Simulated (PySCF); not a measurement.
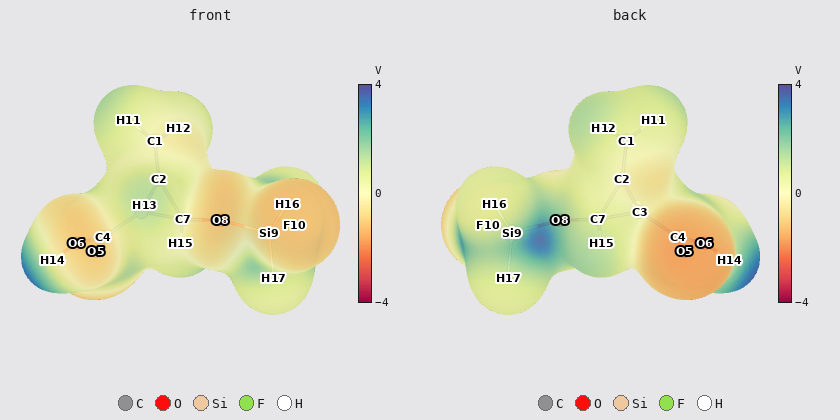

The picture shows: C$_{5}$H$_{7}$FO$_{3}$Si. The electrostatic potential painted on the density surface at 0.004 e/bohr³, seen from the front and from behind; red is negative and blue positive.

Geometry: GFN2-xTB.

These are results of PySCF, PBE0/pcSseg-1, SCF density, gas phase, non-relativistic, not measurements.

```yaml
atoms:
  - { symbol: C, position_ang: [-0.9587, 2.2361, 0.2112] }
  - { symbol: C, position_ang: [-0.6131, 0.9771, 0.2589] }
  - { symbol: C, position_ang: [-0.9944, -0.3912, 0.6900] }
  - { symbol: C, position_ang: [-1.9666, -1.1632, -0.1144] }
  - { symbol: O, position_ang: [-2.0166, -1.1819, -1.3172] }
  - { symbol: O, position_ang: [-2.8024, -1.8703, 0.6576] }
  - { symbol: C, position_ang: [0.3594, -0.0847, 0.0371] }
  - { symbol: O, position_ang: [1.4777, -0.1763, 0.8283] }
  - { symbol: Si, position_ang: [3.0520, -0.1141, 0.4878] }
  - { symbol: F, position_ang: [3.6588, -0.2815, 1.9545] }
  - { symbol: H, position_ang: [-1.9185, 2.5745, 0.5659] }
  - { symbol: H, position_ang: [-0.2944, 2.9829, -0.1916] }
  - { symbol: H, position_ang: [-1.0176, -0.5975, 1.7520] }
  - { symbol: H, position_ang: [-3.4257, -2.3706, 0.1072] }
  - { symbol: H, position_ang: [0.4800, -0.4570, -0.9768] }
  - { symbol: H, position_ang: [3.4765, 1.1823, -0.0127] }
  - { symbol: H, position_ang: [3.4965, -1.2527, -0.2982] }
```

**Describe the electrostatic potential map.**

The most negative region (about −1.7 V) lies over O5, the most positive (about +3.5 V) over Si9 and H14. O5 is the likeliest acceptor of a hydrogen bond.

**How polar is the molecule by this calculation?**

Its dipole moment is 1.31 D.
